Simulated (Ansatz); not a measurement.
# GeHF3 (SMILES [F][GeH]([F])[F]): wB97X/aug-cc-pVDZ

Aim: the energy change on altering one bond length of GeHF3 at wB97X/aug-cc-pVDZ, from 2 runs. 

The results are computed with Ansatz 0.2.0.

48 further runs of the same task are left out: 48 set aside as unsound or not needed. Runs told in other sessions of the task aren't counted.

### Step 1. The structure to begin with

The species is GeHF3 (5 atoms), meant as a singlet with charge 0. As SMILES, `[F][GeH]([F])[F]`. Geometry: relaxed at PBE0-D4/def2-TZVP.

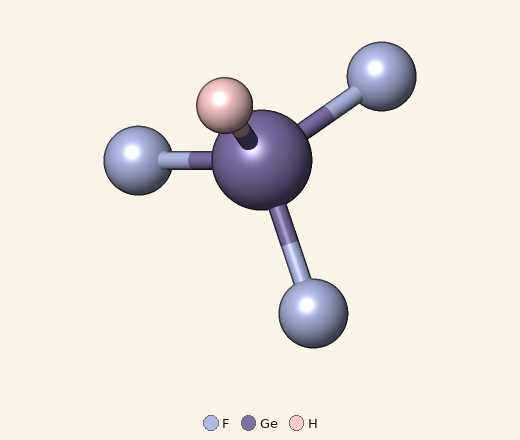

Viewed from a chosen angle; fluorine light blue, germanium purple, hydrogen pink.

### Step 2. A single-point energy at wB97X/aug-cc-pVDZ

molecule.yaml reads:

```yaml
crystal:
  periodic: [false, false, false]
  atoms:
    - {symbol: F, position_ang: [-0.249800, -0.734100, 1.483000]}
    - {symbol: Ge, position_ang: [0.095600, -0.008700, -0.023300]}
    - {symbol: F, position_ang: [-0.673100, 1.515700, -0.011300]}
    - {symbol: F, position_ang: [-0.708100, -0.944000, -1.204000]}
    - {symbol: H, position_ang: [1.585200, 0.097300, -0.285700]}
basis:
  gaussian:
    orbitals: aug-cc-pVDZ
hamiltonian:
  xc: {name: wB97X}
accuracy: high
output: {orbitals: {seedname: orbitals}}
```

On the command line:

```sh
$ ansatz run molecule.yaml --threads 1 --pin off --max-ram 3480MiB --events-out events.jsonl --progress --plain --runs-dir runs
```

Standard output:

```text
Warning: RAYON_NUM_THREADS=1 ignored (pool sized by the plan → 1); use --threads N
Functional definition: wB97X
  name "wB97X"
  parameter omega = 0.3/bohr
  parameter cx = 0.157706
  parameter cx1 = 0.726479
  parameter cx2 = 1.04760
  parameter cx3 = -5.70635
  parameter cx4 = 13.2794
  parameter css1 = -4.33879
  parameter css2 = 18.2308
  parameter css3 = -31.7430
  parameter css4 = 17.2901
  parameter cos1 = 2.37031
  parameter cos2 = -11.3995
  parameter cos3 = 6.58405
  parameter cos4 = -3.78132
  exchange = spin_sum(e_x_unif_sr(omega)*poly(b97_u_x, 1 - cx, cx1, cx2, cx3, cx4)) + cx*exact_x_sr(omega)
      + exact_x_lr(omega)
  correlation = spin_sum(e_c_pw_same_spin*poly(b97_u_same, 1, css1, css2, css3, css4))
      + integral(e_c_pw_opposite_spin*poly(b97_u_opposite, 1, cos1, cos2, cos3, cos4))
2323 factors; integrals over basis functions are off by at most 4.5e-9 eV
435 factors; integrals over basis functions are off by at most 1.7e-9 eV
mean field evaluation 1: about -64683.0487 eV, gradient 5.4e1 eV
mean field evaluation 2: about -64681.6207 eV, gradient 6.6e1 eV
mean field evaluation 4: about -64687.7315 eV, gradient 4.7e-1 eV
mean field evaluation 8: about -64687.7806 eV, gradient 2.2e-2 eV
mean field evaluation 16: about -64687.7806 eV, gradient 1.9e-6 eV
mean field -64687.78063535 eV, -2377.2320913965 hartree, gradient 4.4e-8 eV, S^2 0.000000; 0 other end points of the search recorded, 0 dependent functions left out
reference -64687.78062977 eV, -2377.2320911915 hartree; 30, 30 occupied and 84, 84 virtual orbitals, 2323 factors
Total energy: -64687.78062977 eV, -2377.2320911915 hartree
```

It took 37 s on 1 thread of Arm Neoverse V1, shared host; peak memory 0.68 GiB.

### Step 3. The distorted shape

job.yaml reads:

```yaml
crystal:
  periodic: [false, false, false]
  atoms:
    - {symbol: F, position_ang: [-0.422508, -1.096816, 2.236183]}
    - {symbol: Ge, position_ang: [0.095600, -0.008700, -0.023300]}
    - {symbol: F, position_ang: [-0.673100, 1.515700, -0.011300]}
    - {symbol: F, position_ang: [-0.708100, -0.944000, -1.204000]}
    - {symbol: H, position_ang: [1.585200, 0.097300, -0.285700]}
basis:
  gaussian:
    orbitals: aug-cc-pVDZ
hamiltonian:
  xc: {name: wB97X}
accuracy: high
output: {orbitals: {seedname: orbitals}}
```

On the command line:

```sh
$ ansatz run job.yaml --threads 1 --pin off --max-ram 3480MiB --events-out events.jsonl --progress --plain --runs-dir runs
```

Standard output, shortened:

```text
Warning: RAYON_NUM_THREADS=1 ignored (pool sized by the plan → 1); use --threads N
Functional definition: wB97X
  name "wB97X"
[...]
      + exact_x_lr(omega)
[...]
      + integral(e_c_pw_opposite_spin*poly(b97_u_opposite, 1, cos1, cos2, cos3, cos4))
2287 factors; integrals over basis functions are off by at most 4.5e-9 eV
455 factors; integrals over basis functions are off by at most 2.4e-9 eV
[...]
mean field -64684.58293123 eV, -2377.1145779378 hartree, gradient 3.5e-8 eV, S^2 0.000000; 0 other end points of the search recorded, 0 dependent functions left out
reference -64684.58292513 eV, -2377.1145777136 hartree; 30, 30 occupied and 84, 84 virtual orbitals, 2287 factors
Total energy: -64684.58292513 eV, -2377.1145777136 hartree
```

It took 38 s on 1 thread of Arm Neoverse V1, shared host; peak memory 0.67 GiB.

### Step 4. Summary of results

At wB97X/aug-cc-pVDZ:

| quantity | value |
| --- | --- |
| first shape: total energy | -2377.23209 Eh |
| first shape: HOMO energy | -13.89 eV |
| first shape: LUMO energy | 1.12 eV |
| first shape: HOMO–LUMO gap | 15.01 eV |
| distorted shape: total energy | -2377.11458 Eh |
| distorted shape: HOMO energy | -11.85 eV |
| distorted shape: LUMO energy | -2.37 eV |
| distorted shape: HOMO–LUMO gap | 9.48 eV |
| energy change with the F1–Ge2 bond stretched from 1.707 to 2.561 Å | 3.198 eV |

With the F1–Ge2 bond stretched from 1.707 to 2.561 Å the energy rises by 3.20 eV (74 kcal/mol). The first shape isn't relaxed at this level, so the change isn't measured from a minimum.
